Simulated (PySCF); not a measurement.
CH4AlCl: several calculations on one system

### Relaxation

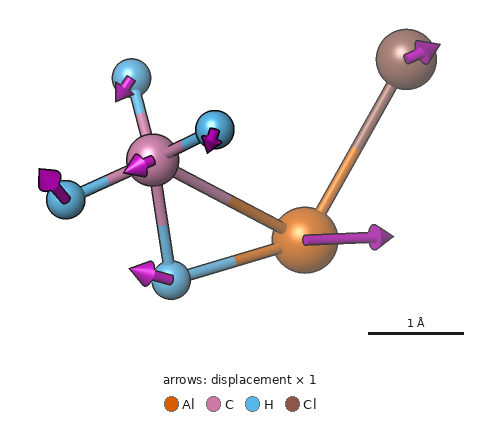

A relaxation of CH4AlCl (started from a transition state, displaced along its imaginary mode). The starting structure is drawn; purple arrows show the displacements, at their true length. The two geometries are superimposed by the best rigid fit.

The picture is a ball-and-stick view, seen at a tilt.

The calculation used RKS PBE0-D4/def2-TZVP, density fitting (PySCF 2.14.0). 

What did the optimiser do to the structure, and how much energy did it gain?

Answer. After 26 geometry steps the energy has fallen by 1.925 eV. The Al atom moves most after the best rigid fit: 1.09 Å. Largest moves by element: Al 1.09 Å, H 0.60 Å, Cl 0.44 Å, C 0.38 Å. Some distances before and after: Al–H 1.764 → 3.339 Å, Al–C 2.358 → 3.682 Å, C–H 1.386 → 1.091 Å, Al–Cl 2.187 → 2.149 Å. Bonds break, among them: Al–C (2.36 → 3.68 Å), Al–H (1.76 → 3.34 Å). Bond angles that change, for instance: H–C–H 84.4° → 109.0°, H–C–H 122.5° → 109.8°, H–C–H 118.2° → 109.9°. Cost: 110 s on 4 threads of INTEL XEON PLATINUM 8581C @ 2.10GHz, with other jobs on the host.

### Relaxation

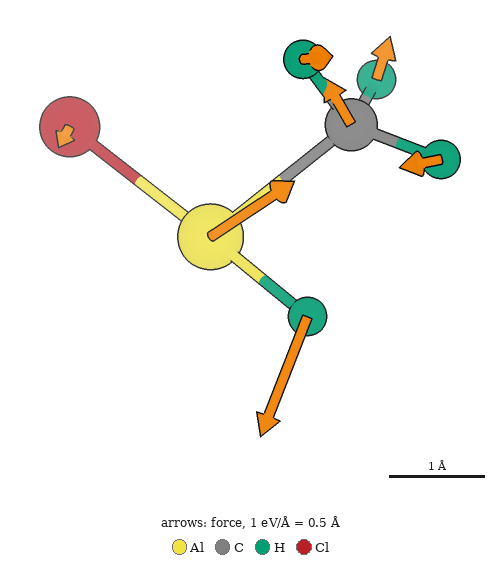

Starting geometry of CH$_{4}$AlCl (started from a transition state, displaced along its imaginary mode) with the computed forces as orange arrows. The picture is a ball-and-stick view, seen from a free direction.

All numbers below come from PySCF, RKS PBE0-D4/def2-TZVP, density fitting. 

Question: What follows when this structure is relaxed?

Answer: It isn't relaxed: the largest force vector, on an H atom, is 2.75 eV/Å. The final displacements follow the starting forces only in part (cosine between the two patterns 0.73). An H atom moves most after the best rigid fit: 1.00 Å. By element the largest moves are H 1.00 Å, Cl 0.40 Å, Al 0.31 Å, C 0.24 Å. Near-neighbour distances that change, for instance: Al–C 2.004 → 1.938 Å, Al–H 1.549 → 1.579 Å, C–H 1.116 → 1.093 Å, Al–Cl 2.083 → 2.106 Å. Among the angles between lasting bonds that change: H–Al–Cl 173.7° → 116.1°, C–Al–H 70.1° → 125.9°, Al–C–H 124.8° → 112.3°. After 13 geometry steps the energy has fallen by 57.0 kcal/mol.

### Reaction

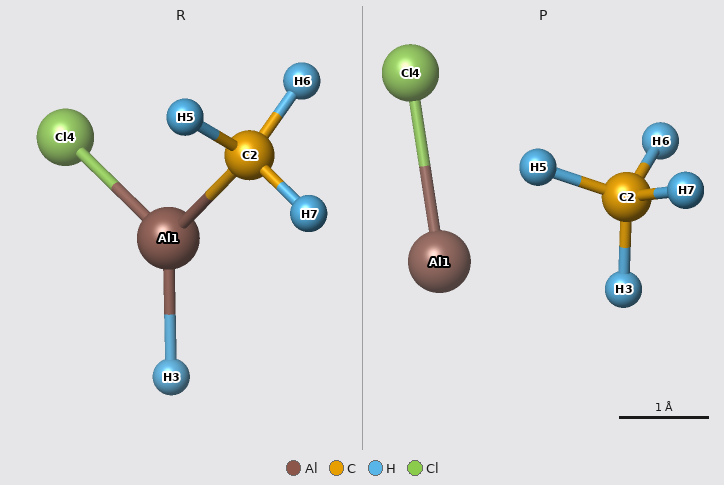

Reactant (R) and product (P) of one elementary step of CH₄AlCl. Style: ball-and-stick. Shown from a free direction.

Stationary points at PBE0-D4/def2-TZVP, single-point energies with CCSD(T)/CBS, B3LYP-D4, PBE-D4, CCSD(T) (def2-TZVPP where no basis is named; PySCF 2.14.0). The energies are electronic, without zero-point or thermal terms, and both ends are the relaxed geometries reached downhill from the saddle, with any fragments still in contact. CCSD(T)/CBS stands for a frozen-core estimate: MP2 correlation extrapolated from def2-TZVPP and def2-QZVPP, CCSD(T) minus MP2 from the smaller set.

R:
```xyz
7

Al   -0.5985   -0.8101    0.0249
C     0.4604    0.8029   -0.1566
H    -1.7848   -1.2500   -0.9196
Cl   -0.1427   -2.1202    1.6091
H     1.4944    0.5535   -0.4163
H     0.4997    1.3536    0.7877
H     0.0714    1.4703   -0.9293
```

P:
```xyz
7

Al   -1.1451   -2.3467    0.6506
C     0.1416    0.8891   -0.5471
H    -0.7188    0.4784   -1.0769
Cl    0.4336   -2.1072    2.0881
H     0.9851    0.2033   -0.6239
H    -0.1066    1.0373    0.5037
H     0.4103    1.8458   -0.9944
```

Predict the saddle point between them and the barrier.

Answer. Counted by bonded pieces, R holds CH₄AlCl and P holds AlCl + CH₄. From R over the saddle to P, a bond forms: C2–H3 (3.14 → 1.73 → 1.09 Å). Bonds break: Al1–C2 (1.94 → 2.18 → 3.68 Å), Al1–H3 (1.58 → 1.57 → 3.34 Å). The saddle has one imaginary mode, 1456i cm⁻¹. The end P keeps a soft imaginary mode of 32i cm⁻¹, so it isn't quite a minimum. With CCSD(T)/CBS the barrier is 80.9 kcal/mol from R and 69.4 kcal/mol from P, and P lies 11.5 kcal/mol above R. By Pauling bond orders of the changing bonds the saddle lies closer to R, the lower end, against what Hammond's postulate suggests.

```
      level  barrier from R (kcal/mol)  barrier from P (kcal/mol)  P less R (kcal/mol)
CCSD(T)/CBS                       80.9                       69.4                 11.5
   B3LYP-D4                       79.5                       70.8                  8.7
     PBE-D4                       71.6                       62.1                  9.5
    CCSD(T)                       81.5                       71.1                 10.4
```

Against CCSD(T)/CBS, CCSD(T) comes closest on the barrier from R (+0.5 kcal/mol) and PBE-D4 misses most (−9.4 kcal/mol). At 1 of the 3 structures the mean-field solution behind CCSD(T) isn't stable (a lower one of broken symmetry exists), so those energies are less reliable.

Saddle geometry:

```xyz
7

Al   -0.8206   -1.2411    0.1275
C     0.2339    0.6287   -0.2485
H    -1.1151   -0.1646   -0.9795
Cl    0.2844   -1.9160    1.7817
H     1.2403    0.2202   -0.4067
H     0.1446    1.0946    0.7406
H     0.0326    1.3783   -1.0152
```

The saddle point in the same view, with dashed sticks for the bonds that form or break:

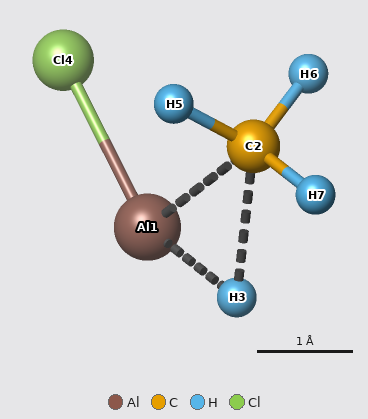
